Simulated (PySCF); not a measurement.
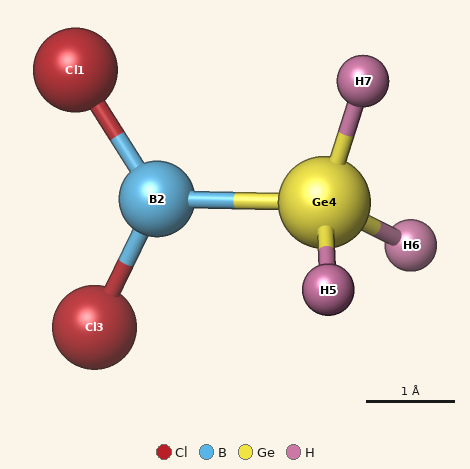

Fig. 1: The input geometry (ball-and-stick view, seen at a tilt; atoms are numbered from 1 in the order of the input). Sticks mark near contacts.

**GW calculation, with input and output: GeBH3Cl2**

GeBH3Cl2, computed with G0W0 (SVWN5)/def2-SVP, RKS (PySCF 2.14.0).

The geometry comes from this level: PBE0-D4/def2-TZVP.

### Output
```
PySCF version 2.14.0

[INPUT] num. atoms = 7
[INPUT] num. electrons = 74
[INPUT] charge = 0
[INPUT] spin (= nelec alpha-beta = 2S) = 0
[INPUT] symmetry False subgroup None
[INPUT] Mole.unit = angstrom
[INPUT] Symbol           X                Y                Z      unit          X                Y                Z       unit  Magmom
[INPUT]  1 Cl     1.749500000000  -1.428200000000   1.208700000000 AA    3.306075854927  -2.698906851104   2.284111966762 Bohr   0.0
[INPUT]  2 B      0.206400000000  -1.021900000000   0.511500000000 AA    0.390039472110  -1.931111126693   0.966594912715 Bohr   0.0
[INPUT]  3 Cl    -1.082400000000  -2.191800000000   0.604700000000 AA   -2.045439557229  -4.141901719822   1.142717387524 Bohr   0.0
[INPUT]  4 Ge    -0.123100000000   0.798500000000  -0.412200000000 AA   -0.232625285934   1.508946310465  -0.778945108546 Bohr   0.0
[INPUT]  5 H     -0.556200000000   0.560600000000  -1.868300000000 AA   -1.051065670483   1.059380465431  -3.530575318525 Bohr   0.0
[INPUT]  6 H     -1.266100000000   1.534300000000   0.306700000000 AA   -2.392582246312   2.899406792920   0.579579002404 Bohr   0.0
[INPUT]  7 H      1.133300000000   1.680500000000  -0.396700000000 AA    2.141626616970   3.175684752332  -0.749654353615 Bohr   0.0

nuclear repulsion = 367.128456057912
number of shells = 43
number of NR pGTOs = 191
number of NR cGTOs = 97
basis = def2-svp
ecp = {}

******** <class 'pyscf.dft.rks.RKS'> ********
method = RKS
initial guess = minao
damping factor = 0
level_shift factor = 0
DIIS = <class 'pyscf.scf.diis.CDIIS'>
diis_start_cycle = 1
diis_space = 8
diis_damp = 0
SCF conv_tol = 1e-10
SCF conv_tol_grad = None
SCF max_cycles = 50
direct_scf = True
direct_scf_tol = 1e-13
XC library pyscf.dft.libxc version 7.0.0
    S. Lehtola, C. Steigemann, M. J.T. Oliveira, and M. A.L. Marques.,  SoftwareX 7, 1–5 (2018)
XC functionals = svwn
    P. A. M. Dirac.,  Math. Proc. Cambridge Philos. Soc. 26, 376 (1930)
    F. Bloch.,  Z. Phys. 57, 545 (1929)
    S. H. Vosko, L. Wilk, and M. Nusair.,  Can. J. Phys. 58, 1200 (1980)
radial grids:
    Treutler-Ahlrichs [JCP 102, 346 (1995); DOI:10.1063/1.469408] (M4) radial grids

becke partition: Becke, JCP 88, 2547 (1988); DOI:10.1063/1.454033
pruning grids: <function nwchem_prune>
grids dens level: 4
symmetrized grids: False
atomic radii adjust function: <function treutler_atomic_radii_adjust>
small_rho_cutoff = 0
Set gradient conv threshold to 1e-05
Initial guess from minao.
tot grids = 162800
init E= -3016.72674552722
  HOMO = -0.296943585831034  LUMO = -0.130295824619113  gap/eV = 4.53472
cycle= 1 E= -3017.10713766263  delta_E= -0.38  |g|= 0.528  |ddm|= 2.77
  HOMO = -0.247705803892905  LUMO = -0.105276369096213  gap/eV = 3.87570
cycle= 2 E= -3017.0881460059  delta_E= 0.019  |g|= 0.649  |ddm|= 0.676
  HOMO = -0.246431886869246  LUMO = -0.0979280958100257  gap/eV = 4.04099
cycle= 3 E= -3017.13427302639  delta_E= -0.0461  |g|= 0.0921  |ddm|= 0.484
  HOMO = -0.256164603988088  LUMO = -0.108705727033593  gap/eV = 4.01256
cycle= 4 E= -3017.13680676098  delta_E= -0.00253  |g|= 0.0284  |ddm|= 0.128
  HOMO = -0.256885224762566  LUMO = -0.107395782374494  gap/eV = 4.06781
cycle= 5 E= -3017.1370310107  delta_E= -0.000224  |g|= 0.00655  |ddm|= 0.0385
  HOMO = -0.25647276239344  LUMO = -0.107368372239802  gap/eV = 4.05734
cycle= 6 E= -3017.13704292778  delta_E= -1.19e-05  |g|= 0.000615  |ddm|= 0.0103
  HOMO = -0.256463853749152  LUMO = -0.107361729717753  gap/eV = 4.05728
cycle= 7 E= -3017.13704305764  delta_E= -1.3e-07  |g|= 0.00015  |ddm|= 0.00118
  HOMO = -0.256449845890974  LUMO = -0.10734341044271  gap/eV = 4.05739
cycle= 8 E= -3017.13704306623  delta_E= -8.59e-09  |g|= 2.58e-05  |ddm|= 0.000329
  HOMO = -0.256453151822972  LUMO = -0.107347550418623  gap/eV = 4.05737
cycle= 9 E= -3017.13704306641  delta_E= -1.74e-10  |g|= 5e-06  |ddm|= 4.26e-05
  HOMO = -0.256452939060523  LUMO = -0.107347142231963  gap/eV = 4.05738
cycle= 10 E= -3017.13704306642  delta_E= -1.27e-11  |g|= 1.12e-06  |ddm|= 8.85e-06
  HOMO = -0.256452953922224  LUMO = -0.107347138198989  gap/eV = 4.05738
```

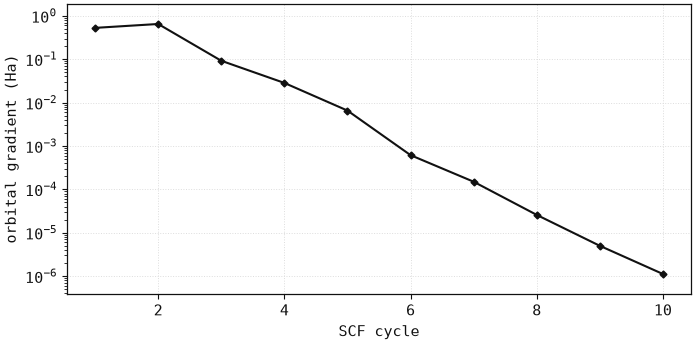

Fig. 2: Convergence of the self-consistent field: orbital gradient against the SCF cycle. The residual falls almost steadily, with no more than small rises.

```
Extra cycle  E= -3017.13704306641  delta_E= 8.19e-12  |g|= 1.55e-06  |ddm|= 3.55e-06
converged SCF energy = -3017.13704306641
E = -3017.1370430664 Eh

******** <class 'pyscf.gw.gw_ac.GWAC'> ********
method = GWAC
GW nocc = 37, nvir = 60
frozen orbitals = None
off-diagonal self-energy = False
GW density matrix = False
density-fitting for exchange = False
outcore for self-energy= False
broadening parameter = 5.000e-03
number of grids = 100
analytic continuation method = pade
imaginary frequency cutoff = 5.0
Pade points = 18
Pade step ratio = 0.667
use perturbative linearized QP eqn = False
QPE max iter = 100
QPE tolerance = 1.0e-06

Starting get_sigma_diag main loop with 100 frequency points.
   0    1    2    3    4    5    6    7    8    9   10   11
  12   13   14   15   16   17   18   19   20   21   22   23
  24   25   26   27   28   29   30   31   32   33   34   35
  36   37   38   39   40   41   42   43   44   45   46   47
  48   49   50   51   52   53   54   55   56   57   58   59
  60   61   62   63   64   65   66   67   68   69   70   71
  72   73   74   75   76   77   78   79   80   81   82   83
  84   85   86   87   88   89   90   91   92   93   94   95
  96   97   98   99
Finished get_sigma_diag main loop.

WARN: GW QP energies may not be sorted from min to max

orbital   mean field (eV)   quasiparticle (eV)
  36      -7.6955     -10.5151
  37      -6.9784      -9.4641
  38      -2.9211       0.2624
  39       0.3316       3.5925
```

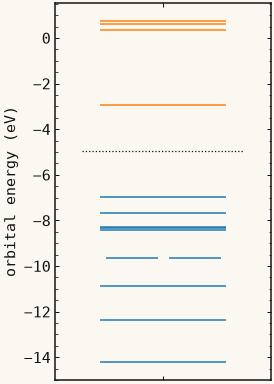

Fig. 3: Orbital energies near the frontier; the dotted line parts filled from empty levels, and levels within 0.02 eV of each other stand side by side. Highest filled −6.98 eV, lowest empty −2.92 eV, 4.06 eV apart.

This output came from the following input.

### Input file (calc.py)
```python
from pyscf import gto, dft, gw

molecule = gto.Mole()
molecule.atom = '''
Cl     1.749500    -1.428200     1.208700
B      0.206400    -1.021900     0.511500
Cl    -1.082400    -2.191800     0.604700
Ge    -0.123100     0.798500    -0.412200
H     -0.556200     0.560600    -1.868300
H     -1.266100     1.534300     0.306700
H      1.133300     1.680500    -0.396700
'''
molecule.basis = 'def2-svp'
molecule.spin = 0
molecule.max_memory = 1860
molecule.charge = 0
molecule.verbose = 4
molecule.build()

mf = dft.RKS(molecule, xc='svwn')
mf.conv_tol = 1e-10
mf.grids.level = 4
mf.kernel()
if not mf.converged:
    mf = mf.newton().run(mf.mo_coeff, mf.mo_occ)

e_tot = mf.e_tot
print('E = %.10f Eh' % e_tot)

nocc = molecule.nelec[0]
orbs = list(range(max(0, nocc - 2), min(molecule.nao, nocc + 2)))
mygw = gw.GW(mf, freq_int='ac')
mygw.orbs = orbs
mygw.kernel()
print('orbital   mean field (eV)   quasiparticle (eV)')
for p in orbs:
    print('%4d %12.4f %12.4f' % (p + 1, mf.mo_energy[p] * 27.211386, mygw.mo_energy[p] * 27.211386))
```

Run as:
```bash
OMP_NUM_THREADS=1 python calc.py
```

### Results in brief

- outcome: converged
- total energy: −3017.137043 hartree
- basis functions: 97
- HOMO: −6.98 eV
- LUMO: −2.92 eV
- dipole moment: 0.03 D
- hardware: 1 thread of Arm Neoverse V1, 24 GiB of memory available, shared host
- wall time: 14 s
- peak memory: 0.36 GiB
